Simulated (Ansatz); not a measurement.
**doublet NO2F+: levels of theory compared**

Wanted: a comparison of 6 runs (UHF/3-21G, U-wB97M-V/cc-pVTZ, UB3LYP/cc-pVTZ, UBHLYP/cc-pVTZ, UBLYP/cc-pVTZ, UMP2/cc-pVTZ) of doublet NO2F+. 

The calculation is run with Ansatz 0.2.0.

36 further runs of the same task are left out: 36 set aside as unsound or not needed.

### Step 1. The system as given

NO2F+: 4 atoms, total charge +1, spin state doublet. As SMILES of the parent species, `O=[N+]([O-])F`. The shape is that of a PBE0-D4/def2-TZVP optimisation. That shape belongs to the parent species and isn't relaxed for this state.

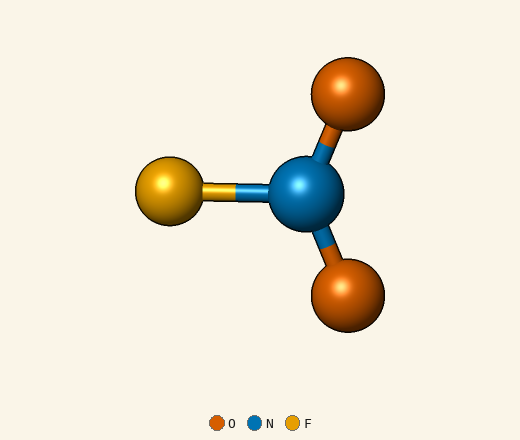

The structure, seen from a chosen angle (oxygen orange, nitrogen blue, fluorine amber).

### Step 2. A single-point energy at UHF/3-21G (run 1)

File in.yaml:

```yaml
crystal:
  periodic: [false, false, false]
  atoms:
    - symbol: O
      position_ang: [0.188290, 0.469930, 1.120250]
    - symbol: "N"
      position_ang: [0.079720, -0.071800, 0.089140]
    - symbol: O
      position_ang: [0.476580, -1.068680, -0.376880]
    - symbol: F
      position_ang: [-0.744590, 0.670550, -0.832510]
basis:
  gaussian: {orbitals: 3-21G.json}
total_charge: 1
magnetization: {spin_polarized: true, initial_magnetization: 1}
hamiltonian: {xc: hf}
accuracy: high
output: {orbitals: {seedname: orbitals}}
```

The basis set 3-21G is read from a file made from the Basis Set Exchange's data (not shown).

Launch:

```
ansatz run in.yaml --threads 1 --pin off --max-ram 3480MiB --events-out events.jsonl --progress --plain --runs-dir runs
```

Log:

```text
Warning: RAYON_NUM_THREADS=1 ignored (pool sized by the plan → 1); use --threads N
Functional definition: HF
  name "HF"
  exchange = exact_x
  correlation = 0
725 factors; integrals over basis functions are off by at most 5.3e-9 eV
mean field evaluation 1: about -8189.4100 eV, gradient 3.8e1 eV
mean field evaluation 2: about -8189.4488 eV, gradient 3.8e1 eV
mean field evaluation 4: about -8195.3441 eV, gradient 4.0e0 eV
mean field evaluation 8: about -8195.7437 eV, gradient 8.4e-1 eV
mean field evaluation 16: about -8196.3942 eV, gradient 2.7e0 eV
mean field evaluation 32: about -8197.1178 eV, gradient 3.4e0 eV
mean field evaluation 64: about -8197.3675 eV, gradient 8.2e-1 eV
mean field evaluation 96: about -8197.5302 eV, gradient 4.7e-1 eV
mean field evaluation 128: about -8194.9400 eV, gradient 4.3e0 eV
mean field evaluation 160: about -8195.8029 eV, gradient 1.1e-4 eV
mean field -8197.58948143 eV, -301.2558569170 hartree, gradient 2.5e-8 eV, S^2 1.038665; 2 other end points of the search recorded, 0 dependent functions left out
reference -8197.58948143 eV, -301.2558569170 hartree; 16, 15 occupied and 20, 21 virtual orbitals, 725 factors
Total energy: -8197.58948143 eV, -301.2558569170 hartree
```

Wall time 0.76 s (1 thread of Arm Neoverse V2, shared host).

### Step 3. A single-point energy at U-wB97M-V/cc-pVTZ (run 2)

File input.yaml:

```yaml
basis:
  gaussian:
    orbitals: cc-pVTZ
crystal:
  periodic: [false, false, false]
  atoms:
    - {symbol: O, position_ang: [0.188290, 0.469930, 1.120250]}
    - {symbol: "N", position_ang: [0.079720, -0.071800, 0.089140]}
    - {symbol: O, position_ang: [0.476580, -1.068680, -0.376880]}
    - {symbol: F, position_ang: [-0.744590, 0.670550, -0.832510]}
total_charge: 1
magnetization:
  spin_polarized: true
  initial_magnetization: 1
hamiltonian:
  xc: {name: wB97M-V}
accuracy: high
output: {orbitals: {seedname: orbitals}}
```

Launch:

```
ansatz run input.yaml --threads 1 --pin off --max-ram 3480MiB --events-out events.jsonl --progress --plain --runs-dir runs
```

Log, shortened:

```text
Warning: RAYON_NUM_THREADS=1 ignored (pool sized by the plan → 1); use --threads N
Functional definition: wB97M-V
  name "wB97M-V"
[...]
  gx(w, u) = 1 - cx + cx01*u + cx10*w
  gss(w, u) = css00 + css04*u^4 + css10*w + css20*w^2 + css43*w^4*u^3
  gos(w, u) = cos00 + cos10*w + (cos20 + cos21*u)*w^2 + (cos60 + cos61*u)*w^6
[...]
      + integral(e_c_pw_mod_opposite_spin*gos(b97_w_opposite, b97_u_opposite)) + vv10(b, c)
2042 factors; integrals over basis functions are off by at most 3.0e-9 eV
218 factors; integrals over basis functions are off by at most 1.9e-9 eV
[...]
mean field -8284.14104353 eV, -304.4365681571 hartree, gradient 7.4e-8 eV, S^2 0.769132; 3 other end points of the search recorded, 0 dependent functions left out
reference -8284.14104521 eV, -304.4365682188 hartree; 16, 15 occupied and 104, 105 virtual orbitals, 2042 factors
Total energy: -8284.14104521 eV, -304.4365682188 hartree
```

Wall time 1.9 min (1 thread of Arm Neoverse V2, shared host); peak memory 0.8 GiB.

Runs 3 to 5 aren't shown in full; the table further down has their settings and results.

### Step 4. The energy at UMP2/cc-pVTZ (run 6)

File molecule.yaml:

```yaml
crystal:
  periodic: [false, false, false]
  atoms:
    - {symbol: O, position_ang: [0.188290, 0.469930, 1.120250]}
    - {symbol: N, position_ang: [0.079720, -0.071800, 0.089140]}
    - {symbol: O, position_ang: [0.476580, -1.068680, -0.376880]}
    - {symbol: F, position_ang: [-0.744590, 0.670550, -0.832510]}
basis:
  gaussian:
    orbitals: cc-pVTZ
magnetization:
  spin_polarized: true
  initial_magnetization: 1
accuracy: high
total_charge: 1
correlation:
  method: mp2
  frozen_orbitals: {F: 1, "N": 1, O: 1}
```

Launch:

```
ansatz run molecule.yaml --threads 1 --pin off --max-ram 3480MiB --events-out events.jsonl --progress --plain --runs-dir runs
```

Log, shortened:

```text
Warning: RAYON_NUM_THREADS=1 ignored (pool sized by the plan → 1); use --threads N
Functional definition: HF
  name "HF"
[...]
2042 factors; integrals over basis functions are off by at most 3.0e-9 eV
[...]
mean field -8247.83473256 eV, -303.1023358386 hartree, gradient 6.7e-8 eV, S^2 1.045224; 7 other end points of the search recorded, 0 dependent functions left out
4 core orbitals not correlated: weight in the atoms' cores, before any rotation towards them, 1.000 or more for the frozen orbitals, at most 0.000 for the correlated occupied ones
reference -8247.83473256 eV, -303.1023358386 hartree; 12, 11 occupied and 104, 105 virtual orbitals, 2042 factors
second order -22.42724411 eV of doubles, -0.00000000 eV of singles
Total energy: -8270.26197668 eV, -303.9265218579 hartree
```

It took 12 s on 1 thread of Arm Neoverse V2, shared host; peak memory 0.37 GiB.

### Step 5. The series

| run | level | frozen core orbitals | energy (Eh) | HOMO energy (eV) | LUMO energy (eV) | ⟨S²⟩ | wall time |
| --- | --- | --- | --- | --- | --- | --- | --- |
| 1 | UHF/3-21G | – | -301.255857 | -24.31 | -9.49 | 1.039 | 0.76 s |
| 2 | U-wB97M-V/cc-pVTZ | – | -304.436568 | -21.92 | -14.23 | 0.769 | 1.9 min |
| 3 | UB3LYP/cc-pVTZ | – | -304.517144 | -19.63 | -16.72 | 0.765 | 14 s |
| 4 | UBHLYP/cc-pVTZ | – | -304.346624 | -21.73 | -14.72 | 0.868 | 32 s |
| 5 | UBLYP/cc-pVTZ | – | -304.536505 | -18.56 | -17.17 | 0.755 | 19 s |
| 6 | UMP2/cc-pVTZ | 4 | -303.926522 | – | – | 1.045 | 12 s |

### Step 6. Results

| quantity | value |
| --- | --- |
| run 6: total energy | -303.92652 Eh |
| run 6: correlation energy (4 core orbitals frozen) | -824.2 mEh |
| run 6: ⟨S²⟩ of the reference determinant | 1.045 |

In words: Totals of different functionals can't be ranked against each other. Spin contamination of the reference: run 6 ⟨S²⟩ = 1.05, run 1 ⟨S²⟩ = 1.04, run 4 ⟨S²⟩ = 0.87. All runs together took 3.2 min, the longest 1.9 min.
